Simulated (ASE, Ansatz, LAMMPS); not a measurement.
# Convergence of a linear-scaling basis for twisted graphene bilayer, 50.57° (148 atoms)

Aim: test how closely localised support functions follow the reference on twisted graphene bilayer, 50.57° (148 atoms), and at what cost.

Method: Kohn-Sham DFT, PBE+D3(BJ), PAW (set soft_2), plane waves, in Ansatz 0.2.0.

## Step 1: The starting structure

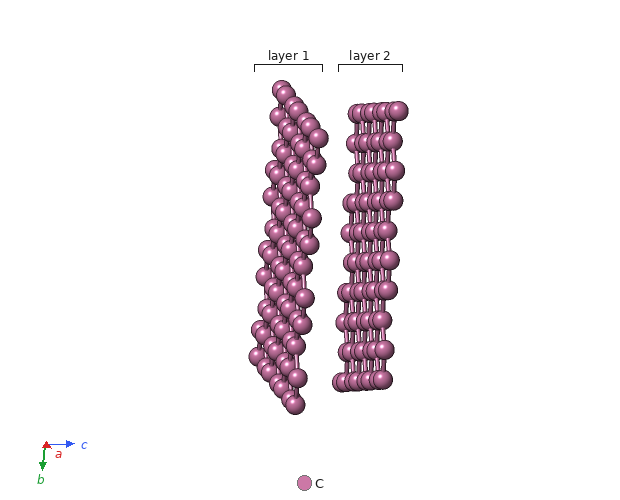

The starting structure, seen from the side, with the c axis across the page (carbon pink).

The cell holds 148 atoms: 148 C. Cell: a = 14.964 Å, b = 14.964 Å, c = 15.530 Å, α = 90.0°, β = 90.0°, γ = 120.0°. It derives from C (graphene). Graphene (a = 2.46 Å) under graphene (a = 2.46 Å), bilayer, commensurate cell of 37 unit cells a layer, twist 50.57 deg; facing planes 3.53 Å apart as built; 12 Å of vacuum; minimised with a classical potential. Regions: layer 1, 74 atoms (74 C); layer 2, 74 atoms (74 C). Vacuum lies along c.

Before any run, some limits are plain. One k-point is far too coarse for the carbon or group-IV sheet, and it can put spurious forces of up to about 1 eV/Å on the sheet's atoms. Beside vacuum, support functions can miss their usual error bounds without a warning. Only the Γ point is sampled, in a cell whose shortest periodic width is 13 Å.

## Step 2: The classical run that made the cell

A minimisation with a classical potential prepares the built cell.

This step: classical potential: AIREBO (Stuart, Tutein and Harrison, J. Chem. Phys. 112, 6472 (2000)) (LAMMPS stable Jul 2025 - Update 4).

Contents of in.lammps:

```
units metal
atom_style atomic
boundary p p p
atom_modify map array
read_data structure.data
pair_style airebo 3.0 1 1
pair_coeff * * CH.airebo C
thermo_style custom step temp pe press lx ly lz fmax
thermo 200
min_style cg
minimize 0 1e-4 3000 30000
write_data relaxed.data nocoeff
```

Launch:

```
$ lmp -in in.lammps -log log.lammps -screen none -nocite
```

Numbers of over 12 decimals in the logs are rounded to 6 here.

The log of the run:

```text
LAMMPS (22 Jul 2025 - Update 4)
  148 atoms
   Step          Temp          PotEng         Press            Lx             Ly             Lz            Fmax     
         0   0             -1099.6795     -58629.611      14.9636        12.958858      15.53          0.018114158  
        58   0             -1099.7627     -57941.439      14.9636        12.958858      15.53          9.3094518e-06
Loop time of 0.897529 on 1 procs for 58 steps with 148 atoms
Minimization stats:
  Stopping criterion = force tolerance
  Energy initial, next-to-last, final = 
     -1099.67950174891   -1099.7626537948  -1099.76265379496
  Force two-norm initial, final = 0.18929342 7.3288955e-05
  Force max component initial, final = 0.018114158 9.3094518e-06
  Iterations, force evaluations = 58 115
```

Run time: 1.5 s. Hardware: 1 thread of Intel Xeon at 2.80GHz (Skylake/Cascade Lake), shared host.

## Step 3: Plane-wave single point

The first run fixes the reference, at a cutoff of 420 eV.

Contents of input.yaml:

```yaml
crystal:
  lattice:
    - [14.9636, 0.0, 0.0]
    - [-7.4818, 12.95886, 0.0]
    - [0.0, 0.0, 15.53]
  atoms:
    - { symbol: C, position: [0.11713, 0.82884, 0.39044] }
    - { symbol: C, position: [0.12614, 0.73875, 0.39056] }
    - { symbol: C, position: [0.1982, 0.01803, 0.39038] }
    - { symbol: C, position: [0.20722, 0.92795, 0.39045] }
    - { symbol: C, position: [0.14414, 0.55856, 0.39063] }
    - { symbol: C, position: [0.15314, 0.46847, 0.39063] }
    - { symbol: C, position: [0.22524, 0.74776, 0.3906] }
    - { symbol: C, position: [0.23424, 0.65766, 0.39068] }
    - { symbol: C, position: [0.30631, 0.93695, 0.39054] }
    - { symbol: C, position: [0.31532, 0.84686, 0.39063] }
    - { symbol: C, position: [0.09008, 0.0991, 0.39029] }
    - { symbol: C, position: [0.0991, 0.00902, 0.39029] }
    - { symbol: C, position: [0.17116, 0.28829, 0.39044] }
    - { symbol: C, position: [0.18017, 0.1982, 0.39038] }
    - { symbol: C, position: [0.25224, 0.47748, 0.3906] }
    - { symbol: C, position: [0.26125, 0.38739, 0.39056] }
    - { symbol: C, position: [0.33333, 0.66667, 0.39065] }
    - { symbol: C, position: [0.34234, 0.57657, 0.39068] }
    - { symbol: C, position: [0.41442, 0.85586, 0.39063] }
    - { symbol: C, position: [0.42343, 0.76576, 0.39068] }
    - { symbol: C, position: [0.49549, 0.04505, 0.39063] }
    - { symbol: C, position: [0.50451, 0.95495, 0.39063] }
    - { symbol: C, position: [0.27927, 0.20722, 0.39045] }
    - { symbol: C, position: [0.28829, 0.11713, 0.39044] }
    - { symbol: C, position: [0.36035, 0.3964, 0.39058] }
    - { symbol: C, position: [0.36936, 0.30631, 0.39054] }
    - { symbol: C, position: [0.44144, 0.58558, 0.39063] }
    - { symbol: C, position: [0.45045, 0.49549, 0.39063] }
    - { symbol: C, position: [0.52252, 0.77476, 0.3906] }
    - { symbol: C, position: [0.53153, 0.68468, 0.39063] }
    - { symbol: C, position: [0.6036, 0.96395, 0.39058] }
    - { symbol: C, position: [0.61261, 0.87386, 0.39056] }
    [... 110 atom lines left out ...]
    - { symbol: C, position: [0.06305, 0.69369, 0.60946] }
    - { symbol: C, position: [0.07205, 0.79278, 0.60955] }
    - { symbol: C, position: [0.95495, 0.50451, 0.60937] }
    - { symbol: C, position: [0.96395, 0.6036, 0.60942] }
    - { symbol: C, position: [0.98197, 0.8018, 0.60962] }
    - { symbol: C, position: [0.99098, 0.9009, 0.60971] }
kpoints:
  mp_grid: { grid: [1, 1, 1] }
hamiltonian:
  xc: pbe
  dispersion: d3bj
scf:
  occupations: { method: gaussian, width: 0.05 }
output:
  forces: true
  populations: intrinsic
  dos:
    method: { smearing: { sigma: 0.1 } }
    de: 0.1
    projected:
      site_lists:
        C: [C]
        layer_1: [0, 1, 2, 3, 4, 5, 6, 7, 8, 9, 10, 11, 12, 13, 14, 15, 16, 17, 18, 19, 20, 21, 22, 23, 24, 25, 26, 27, 28, 29, 30, 31, 32, 33, 34, 35, 36, 37, 38, 39, 40, 41, 42, 43, 44, 45, 46, 47, 48, 49, 50, 51, 52, 53, 54, 55, 56, 57, 58, 59, 60, 61, 62, 63, 64, 65, 66, 67, 68, 69, 70, 71, 72, 73]
        layer_2: [74, 75, 76, 77, 78, 79, 80, 81, 82, 83, 84, 85, 86, 87, 88, 89, 90, 91, 92, 93, 94, 95, 96, 97, 98, 99, 100, 101, 102, 103, 104, 105, 106, 107, 108, 109, 110, 111, 112, 113, 114, 115, 116, 117, 118, 119, 120, 121, 122, 123, 124, 125, 126, 127, 128, 129, 130, 131, 132, 133, 134, 135, 136, 137, 138, 139, 140, 141, 142, 143, 144, 145, 146, 147]
  eigenvalues: true
  write_density: true
  write_potential: true
  volumetric_format: npy
```

Launch:

```
$ ansatz run input.yaml --threads 8 --pin off --max-ram 15872MiB --backend cpu --events-out ev --progress --plain --runs-dir out
```

The log of the run:

```text
Warning: the atoms were moved onto the symmetric positions of the space group found under crystal.symmetry.tolerance 1.0e-5 (fractional; no operation is sought that the atoms, as they stand in a round, miss by more than twice it, and no atom is moved by as much as it), and the run uses the moved positions. [...]
Engine: ansatz 0.2.0, aarch64-unknown-linux-gnu
Pseudopotentials: kind: paw
Pseudopotential: C, paw, valence charge 4, recommended cutoff 420 eV (normal), C.paw.azcp
[... 5 lines on functional and potentials left out ...]
Crystal: 148 atoms, lattice volume = 3011.441 Å³
Basis set: ecut = 420 eV, 58725 PW (Γ), exchange–correlation on 216×216×216 points (8 copies of the dense FFT grid, shifted against one another)
Bands: 444, of which v1, the nominal top of the filled ones, is band 296 counted from 1 (295 counted from 0)
Symmetry: 12 space group operations
Space group: P622 (ITA 177), of the structure as read, at distance tolerance 1.4e-4 Å
k-points: 1
[... 3 lines on functional and potentials left out ...]
Initial density: superposition of atomic densities (neutral atoms: chi_scale 0, normalization atom), corrected by the library's trained network
Initial wavefunctions: pseudopotential atomic-orbital guess
Functional: x = pbe(κ = 0.804, μ = 0.219515), c = pbe(β = 0.066725)
SCF iter   1: F=—  HF=-37158.137167 eV  |F-HF|=—  |Δ(HF+E_count)|=         —  Δρ=2.33e-3  dr2=1.83e-1  ethr=1.77e-3  ⟨swp⟩=13.0  Hψ=3248  notcnv=0  defer=63
preconditioner: auto → Resta (q_TF=auto, 2.080 Å⁻¹)  ε∞=2.2  [insulator: Δε(μ)=2.700 eV  Ē_g=14.787 eV  σ=0.050 eV  W_gap=1.00  n_scr=454 (ndim 8)  ℏωp=16.5 eV  f_vac=0.552  D(μ)=0.00/eV (n_scr^D=0)  ε∞_Penn≈2.2  vacuum switching on, ρ_ref=1.6e-2 e/Å³]
SCF iter   2: F=—  HF=-37158.142254 eV  |F-HF|=—  |Δ(HF+E_count)|=   5.09e-3  Δρ=1.20e-3  dr2=4.32e-2  ethr=3.09e-5  ⟨swp⟩=3.0  Hψ=924  notcnv=0  defer=95
SCF iter   3: F=—  HF=-37158.144926 eV  |F-HF|=—  |Δ(HF+E_count)|=   2.67e-3  Δρ=2.09e-4  dr2=1.43e-3  ethr=7.30e-6  ⟨swp⟩=2.0  Hψ=604  notcnv=0  defer=95
SCF iter   4: F=—  HF=-37158.145818 eV  |F-HF|=—  |Δ(HF+E_count)|=   8.93e-4  Δρ=7.52e-5  dr2=1.34e-4  ethr=2.41e-7  ⟨swp⟩=2.0  Hψ=530  notcnv=0  defer=95
SCF iter   5: F=—  HF=-37158.145967 eV  |F-HF|=—  |Δ(HF+E_count)|=   1.49e-4  Δρ=2.99e-5  dr2=1.06e-4  ethr=2.27e-8  ⟨swp⟩=2.0  Hψ=590  notcnv=0  defer=95
SCF iter   6: F=—  HF=-37158.145972 eV  |F-HF|=—  |Δ(HF+E_count)|=   4.41e-6  Δρ=9.13e-6  dr2=8.13e-6  ethr=1.79e-8  ⟨swp⟩=2.0  Hψ=494  notcnv=0  defer=95
SCF iter   7: F=—  HF=-37158.147784 eV  |F-HF|=—  |Δ(HF+E_count)|=   1.81e-3  Δρ=3.90e-6  dr2=8.63e-7  ethr=1.37e-9  ⟨swp⟩=2.0  Hψ=604  notcnv=0  defer=95
iter 8 met the thresholds in force, and the SCF goes on: an eigenvalue changes by 31.71 meV, over its tolerance of 10.00 meV (output.eigenvalues, Limitations)
SCF iter   8: F=-37158.147786 eV  HF=-37158.147784 eV  |F-HF|=2.05e-6  |Δ(HF+E_count)|=   6.16e-7  Δρ=1.78e-6  dr2=5.34e-8  ethr=1.69e-11  ⟨swp⟩=30.0  Hψ=5191  notcnv=0
SCF iter   9: F=-37158.147787 eV  HF=-37158.147786 eV  |F-HF|=7.79e-8  |Δ(HF+E_count)|=   2.00e-6  Δρ=5.57e-7  dr2=6.38e-9  ethr=9.02e-12  ⟨swp⟩=14.0  Hψ=3195  notcnv=0
SCF 1 converged in 9 iterations: F = -37158.147787 eV  dr2 = 6.38e-9
  greatest PAW one-centre occupation: 0.674 electrons in one spin orbital (limit 2), on the C atom at site 122 (counted from 0), in its partial waves of l = 0
SCF converged after 9 iterations
an eigenvalue changed by more than its tolerance at an iteration that met the thresholds in force, so the SCF went on 1 time: the last check found none over its tolerance
Free energy (F): -37158.147787 eV
Harris-Foulkes:  -37158.147786 eV  (|F-HF|=7.79e-8)
Internal energy: -37158.147787 eV  (E = F + TS)
E sigma→0 (E₀):  -37158.147787 eV
Fermi energy:    0.663390 eV
--- Per-component energies (eV) ---
  E_band       = -5060.446158
  E_kinetic    = 13475.997723
  E_local      = -179269.940501  (includes V_loc(G=0)·N_el)
  E_nonlocal   = 4046.527607
  E_hartree    = 83249.997124
  E_xc         = -7110.119345
  E_vxc        = -8803.166383  (∫ρ·V_xc dr)
  E_paw        = -14705.309543  (= ΣΔE_a)
  E_vpaw       = -1009.863670  (= ΣTr[D̂ρ^β])
  E_aug_tail   = 0.001150  (compensation charges beyond the density's cutoff)
  E_ewald      = 63172.317252
  E_disp       = -17.619255  (pairwise vdW)
  E_smearing   = -0.000000  (= −TS)
  E_closure    = -0.000000  (closes the sum)
  Σ components = -37158.147787   (vs F -37158.147787, Δ=0.00e0)
--- Forces (eV/Å), atoms counted from 1 ---
  atom   1  C      0.00448434     0.00019105    -0.02337052
  atom   2  C      0.00447612     0.01763490    -0.02534453
  atom   3  C     -0.00436878     0.01176759    -0.03123832
  atom   4  C      0.00964052     0.00502092    -0.02791498
  atom   5  C      0.00922786    -0.00868783    -0.00988148
  atom   6  C     -0.01748783     0.00671844    -0.02505293
  atom   7  C     -0.00245505    -0.00773800    -0.01065137
  atom   8  C     -0.00030097     0.00828459    -0.02416053
  atom   9  C     -0.00711462     0.00382314    -0.01811585
  atom  10  C      0.01456225     0.01178568    -0.02505293
  atom  11  C     -0.00072131     0.00546727    -0.03396076
  atom  12  C      0.00437415     0.00335831    -0.03396076
  atom  13  C     -0.00240763     0.00378802    -0.02337052
  atom  14  C     -0.01237543     0.00210032    -0.03123832
[...]
atom 147  C     -0.01237543    -0.00210032     0.03123832
  atom 148  C     -0.00072131    -0.00546727     0.03396076
  max |Σ_I F_I| component: 4.44e-16 eV/Å
--- Band table (eV) ---
  k-point 0: bands = ["-19.0167", "-18.8809", "-18.3763", "-18.3756", [... 428 levels ...], "8.6723", "8.7284", "8.7285", "8.7285", "8.7296", "8.7302", "8.7302", "8.9815", "8.9842", "8.9842", "8.9884", "8.9884"]
--- intrinsic populations: 148 sites ---
  site symbol       q [e]
     0      C      3.9997
     1      C      4.0005
     2      C      4.0001
[...]
147      C      4.0001
  spilling = 0.000000 (of n_electrons = 592.000000)
```

Wall time 37 s (8 threads of Arm Neoverse V2, shared host); peak memory 3.8 GiB; 4.6 min of CPU time.

The program notes that positions were snapped to a detected symmetry.

Read from the output:

```
free energy                                   : -37158.1478 eV
free energy per atom                          : -251.0686 eV/atom
SCF cycles                                    : 9
r.m.s. force component                        : 0.01519 eV/Å
longest force                                 : 0.03441 eV/Å
Fermi energy                                  : 0.6634 eV
potential in mid-vacuum, over the Fermi level : 4.227 eV
potential 4.5 Å over the upper face           : 4.227 eV
potential 4.5 Å under the lower face          : 4.227 eV
```

Intrinsic-atomic-orbital charges by element:

| element | coordination | atoms | mean charge (e) | spread | least | most |
| --- | --- | --- | --- | --- | --- | --- |
| C | all | 148 | 0 | 6.0e-4 | -0.0011 | 0.0013 |

By region:

| region | atoms | mean length of the force (eV/Å) | net charge (e) |
| --- | --- | --- | --- |
| layer 1 | 74 | 0.025 | 0 |
| layer 2 | 74 | 0.025 | 0 |

States in the cell by windows of 1 eV, zero at the Fermi level; the larger projections on atomic orbitals stand beside the total:

| from (eV) | to (eV) | total | C p | layer 1 | layer 2 | C s |
| --- | --- | --- | --- | --- | --- | --- |
| -14 | -13 | 2.0 | 1.0 | 1.0 | 1.0 | 1.0 |
| -13 | -12 | 21.7 | 14.8 | 10.7 | 10.7 | 6.7 |
| -12 | -11 | 50.3 | 33.2 | 24.9 | 24.9 | 16.6 |
| -11 | -10 | 0.0 | 0.0 | 0.0 | 0.0 | 0.0 |
| -10 | -9 | 24.0 | 21.7 | 11.9 | 11.9 | 2.0 |
| -9 | -8 | 49.9 | 38.5 | 24.8 | 24.8 | 11.1 |
| -8 | -7 | 57.0 | 53.4 | 28.1 | 28.1 | 2.7 |
| -7 | -6 | 41.3 | 40.2 | 20.4 | 20.4 | 0.7 |
| -6 | -5 | 77.6 | 74.7 | 38.6 | 38.6 | 2.4 |
| -5 | -4 | 42.2 | 41.5 | 21.0 | 21.0 | 0.4 |
| -4 | -3 | 29.7 | 29.6 | 14.8 | 14.8 | 0.0 |
| -3 | -2 | 27.2 | 27.2 | 13.6 | 13.6 | 0.0 |
| -2 | -1 | 23.0 | 22.9 | 11.5 | 11.5 | 0.0 |
| -1 | 1 | 0.0 | 0.0 | 0.0 | 0.0 | 0.0 |
| 1 | 2 | 24.2 | 23.7 | 11.9 | 11.9 | 0.0 |
| 2 | 3 | 47.8 | 45.7 | 22.9 | 22.9 | 0.0 |
| 3 | 4 | 3.8 | 0.1 | 0.0 | 0.0 | 0.0 |
| 4 | 5 | 25.2 | 0.8 | 0.4 | 0.4 | 0.0 |

Between -20 and -14 eV lie 146 more states.

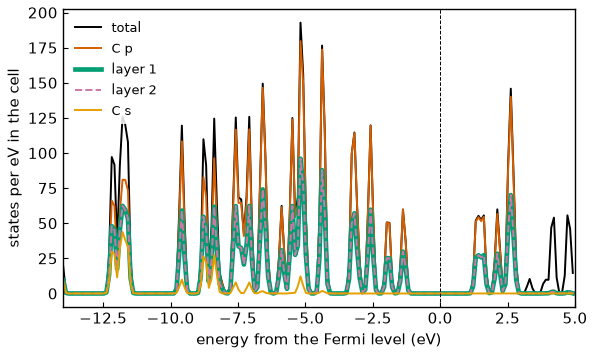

Total and projected density of states, with the broadening of the input.

The levels nearest the highest filled one (over half full), pooled over k-points and spins:

| level less the highest filled one (eV) | occupation |
| --- | --- |
| -0.0112 | 2 |
| -0.0112 | 2 |
| -0.011 | 2 |
| -0.011 | 2 |
| 0 | 2 |
| 0 | 2 |
| 2.70 | 0 |
| 2.70 | 0 |
| 2.72 | 0 |
| 2.72 | 0 |
| 2.72 | 0 |
| 2.72 | 0 |

Planar average of the electrostatic potential energy along the normal, with the Fermi level as zero, after a running mean with a triangular window 4 Å wide at its base:

| height (Å) | potential energy (eV) |
| --- | --- |
| 0.0 | 4.23 |
| 0.6 | 4.23 |
| 1.3 | 4.23 |
| 1.9 | 4.23 |
| 2.4 | 4.22 |
| 3.0 | 4.17 |
| 3.7 | 3.49 |
| 4.3 | 1.00 |
| 4.9 | -2.80 |
| 5.6 | -7.41 |
| 6.2 | -8.67 |
| 6.8 | -6.24 |
| 7.3 | -3.53 |
| 8.1 | -3.17 |
| 8.6 | -5.45 |
| 9.2 | -8.32 |
| 9.8 | -8.08 |
| 10.5 | -3.78 |
| 11.1 | 0.10 |
| 11.6 | 3.07 |
| 12.4 | 4.13 |
| 12.9 | 4.21 |
| 13.5 | 4.23 |
| 14.1 | 4.23 |
| 14.8 | 4.23 |
| 15.4 | 4.23 |

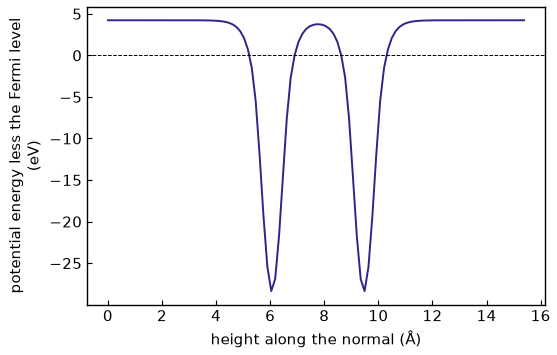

Planar average of the electrostatic potential energy; the dashed line is the Fermi level.

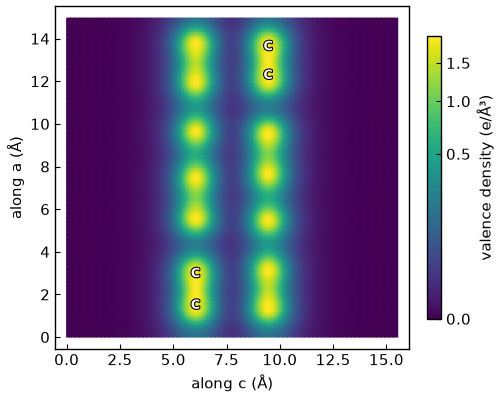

Valence density in the ca plane at fractional y = 0.009, with atoms of C within 0.2 Å of it. It is the smooth field of the valence electrons, not physical close to the nuclei. The colour scale is stretched toward low values.

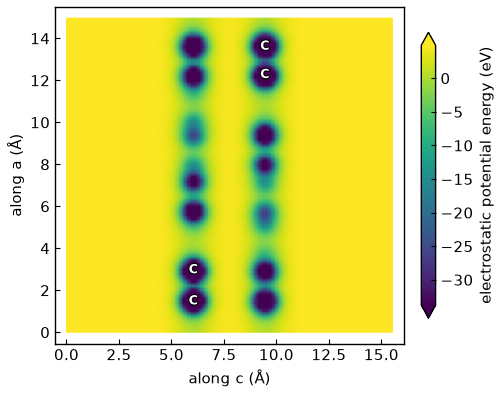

Electrostatic potential energy in the ca plane at fractional y = 0.009, with atoms of C within 0.2 Å of it. With pseudopotentials it is smooth inside the atoms' cores, unlike the true potential.

Intrinsic-atomic-orbital charges run from -0.00 to +0.00 e. The potential stands 4.23 eV above the Fermi level over the upper face and 4.23 eV under the lower one, a reading of the work function, with no dipole correction. The Fermi level falls in a spacing of 2.7 eV between levels, so it is uncertain by that much.

## Step 4: Structure statistics

These statistics describe the geometry on which the runs were made.

Normalised to the volume that the atoms fill. Pair distribution function in bins of 0.2 Å:

| r (Å) | total |
| --- | --- |
| 1.40 | 4.17 |
| 1.60 | 0.00 |
| 1.80 | 0.00 |
| 2.00 | 0.00 |
| 2.20 | 0.00 |
| 2.40 | 2.76 |
| 2.60 | 0.00 |
| 2.80 | 1.06 |
| 3.00 | 0.00 |
| 3.20 | 0.00 |
| 3.40 | 0.20 |
| 3.60 | 0.39 |
| 3.80 | 1.53 |
| 4.00 | 0.34 |
| 4.20 | 1.24 |
| 4.40 | 0.33 |
| 4.60 | 0.29 |
| 4.80 | 0.27 |
| 5.00 | 0.95 |
| 5.20 | 0.92 |
| 5.40 | 0.25 |
| 5.60 | 0.50 |
| 5.80 | 0.21 |
| 6.00 | 0.25 |
| 6.20 | 0.66 |
| 6.40 | 0.21 |
| 6.60 | 1.00 |
| 6.80 | 0.20 |

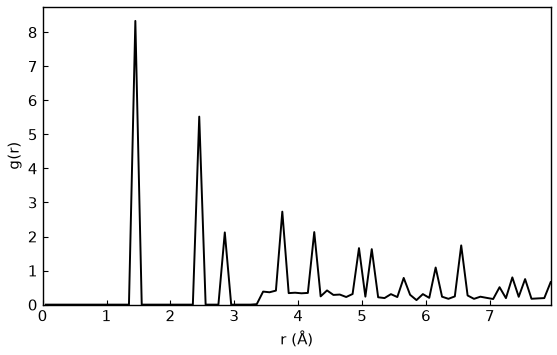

Pair distribution functions.

Bonds by pair of elements; cutoffs follow the first minimum of g(r), held within bounds set by covalent radii, and pairs that aren't listed don't count as bonded:

| pair A-B | cutoff (Å) | bonds | mean length (Å) | spread (Å) | shortest (Å) | B about A | A about B |
| --- | --- | --- | --- | --- | --- | --- | --- |
| C-C | 1.82 | 222 | 1.42 | 0 | 1.42 | 3 | 3 |

How many atoms have how many bonded neighbours:

| element | mean | 3 |
| --- | --- | --- |
| C | 3 | 148 |

Bond angles, per cent of each kind in bins of 5°:

| angle (°) | C-C-C |
| --- | --- |
| 115–120 | 56.3 |
| 120–125 | 43.7 |

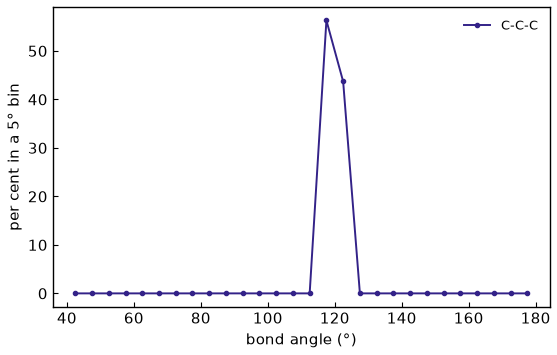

Distributions of the most common bond angles.

Bond angles (no mean is given where the spread exceeds 20°):

| angle | count | mean (°) | spread (°) |
| --- | --- | --- | --- |
| C-C-C | 444 | 120 | 0 |

Counting bonds as in the table, all C atoms have 3 bonded neighbours.

(Continued in part 2 of 2.)

[Logs are printed without paths, hosts, clocks, repeated set-up lines and the standing remarks that a program may print on its own settings, such as how far it seeks lower states.]

[Hosts, paths, dates, database ids (printed as entryN), source tags and the programs' standing remarks are cut or masked in the printed files.]
